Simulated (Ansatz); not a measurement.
# CH₃Cl₃Si (SMILES ClC[SiH](Cl)Cl): what the fields show

Input file:

```
crystal:
  periodic: [false, false, false]
  atoms:
    - {symbol: C, position_ang: [1.345493, 0.795252, -3.124336]}
    - {symbol: Cl, position_ang: [-0.141775, 0.270743, -4.046039]}
    - {symbol: Cl, position_ang: [-0.309646, 1.064465, -0.348889]}
    - {symbol: Cl, position_ang: [2.606259, 2.741393, -0.915494]}
    - {symbol: Si, position_ang: [0.842694, 2.032005, -1.782998]}
    - {symbol: H, position_ang: [2.051848, 1.256103, -3.841922]}
    - {symbol: H, position_ang: [1.820523, -0.103608, -2.687467]}
    - {symbol: H, position_ang: [0.074336, 3.176915, -2.340066]}
basis:
  gaussian: {orbitals: def2-TZVPD}
hamiltonian: {xc: {name: PBE0}}
output: {forces: true, orbitals: {seedname: orbitals}}
```

Command:

```sh
ansatz run input.yaml --threads 2 --pin off --max-ram 4350MiB --events-out events.jsonl --progress --plain --runs-dir runs
```

Geometry: BLYP-D3(BJ)/def2-SVP.

The calculation used Ansatz, isolated molecule in a Gaussian basis; Kohn-Sham density functional theory, functional PBE0.

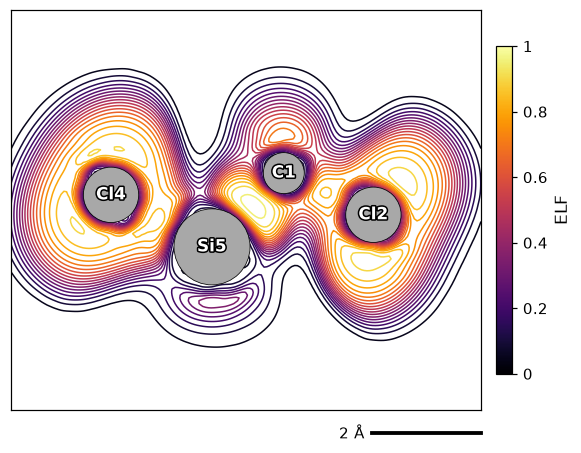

Figure 1. ELF on the plane of atoms C1, Si5 and Cl4. Grey discs cover the atomic cores.

What do the fields say about this system?

Answer.
- The plane passes through C, Cl and Si nuclei.
- C–Cl (1.83 Å): the ELF peaks at about 0.85 between the atoms; a covalent bond.
- C–Si (1.89 Å): the ELF peaks at about 0.95 between the atoms: localised, covalent bonding.
- Si–Cl (2.09 Å): the ELF peaks at about 0.85 between the atoms, as expected for a shared but strongly polarised pair.
- The ELF also peaks beside Cl2 and Cl4, away from the bonds: lone-pair regions.

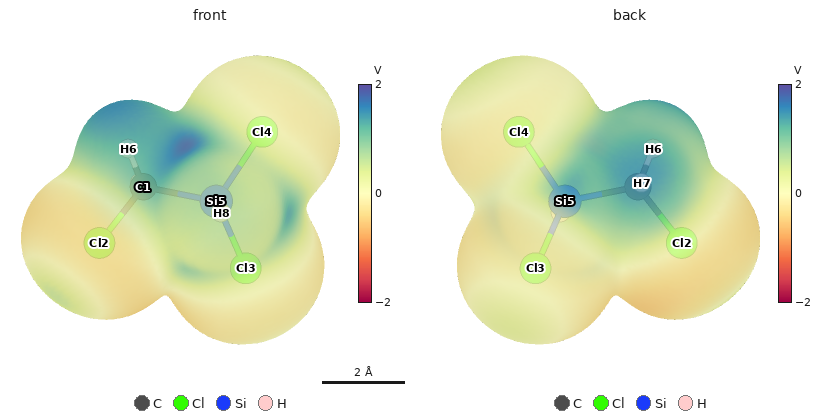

Figure 2. The electrostatic potential painted on the density surface at 0.002 e/bohr³, seen from the front and from behind; red is negative and blue positive.

Where is the surface potential most negative and most positive?

Answer. The most negative region (about −0.5 V) lies over Cl2, the most positive (about +1.6 V) over Si5 and H6. Cl2 shows a σ-hole: about +0.6 V at the tip opposite its bond, against about −0.3 V on its flanks. Cl3 shows a σ-hole: about +0.3 V at the tip opposite its bond, against about −0.2 V on its flanks. Cl4 shows a σ-hole: about +0.4 V at the tip opposite its bond, against about −0.1 V on its flanks.

How polar is the molecule by this calculation?

Answer. Its dipole moment is 1.31 D.

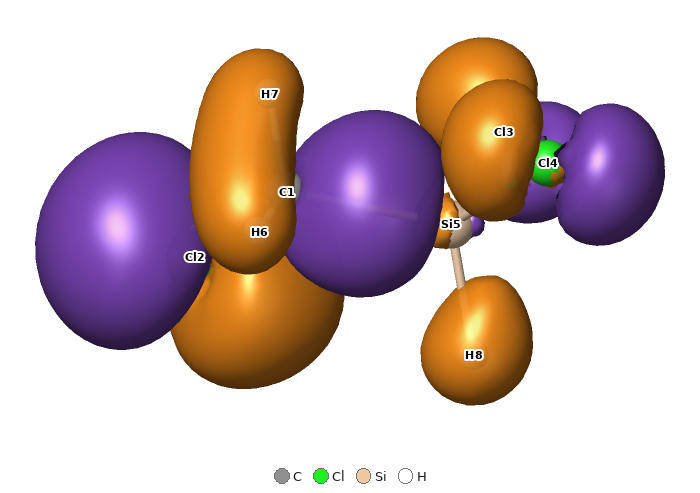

Figure 3. The HOMO at ±0.08 Å⁻³ᐟ² (orange and purple are the two phases), seen from one side.

Describe this orbital and give its energy.

Answer. It lies mainly on Cl2 (about 55 %), C1 (about 15 %), Si5 (about 10 %) and Cl4 (about 10 %). Its energy is −8.59 eV.
